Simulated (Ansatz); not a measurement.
```
Sc Al F
1.0
     5.45664    0.00000    0.00000
     0.00000    5.45664    0.00000
     0.00000    0.00000    5.45664
Sc Al F
1 3 1
Direct
  0.50000 0.50000 0.50000
  0.00000 0.50000 0.50000
  0.50000 0.00000 0.50000
  0.50000 0.50000 0.00000
  0.00000 0.00000 0.00000
```

Space group Pm-3m; a structure generated by program, which may or may not match a known phase; computed without spin polarisation.

Theory: Ansatz 0.2.0, DFT PBE, scalar-relativistic, plane waves, PAW.

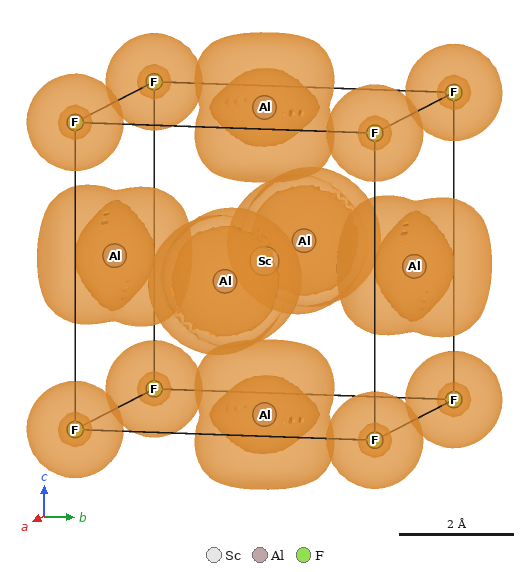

ScAl$_{3}$F. Isosurface of the electron localisation function at 0.7 (orange), seen slightly off an axis. Core shells and regions of very low density are left out.

Q: Identify the bonds, lone pairs and shells in this picture.

A: The ELF exceeds this value in three regions wrapped around Al (the valence shell of each) and one region wrapped around F (its valence shell), counted in one cell of 5 atoms. Regions shared between cells count once. Along the contacts the grid gives the following. Sc–Al (2.73 Å): the ELF peaks at about 0.95 in the valence shell of Al, 1.1 Å from its nucleus, and is about 0.55 at the midpoint. Al–F (3.86 Å): the ELF peaks at about 0.70 in the valence shell of F, 2.8 Å from its nucleus, and drops to about 0 between the two atoms (no localised pair shows between them).
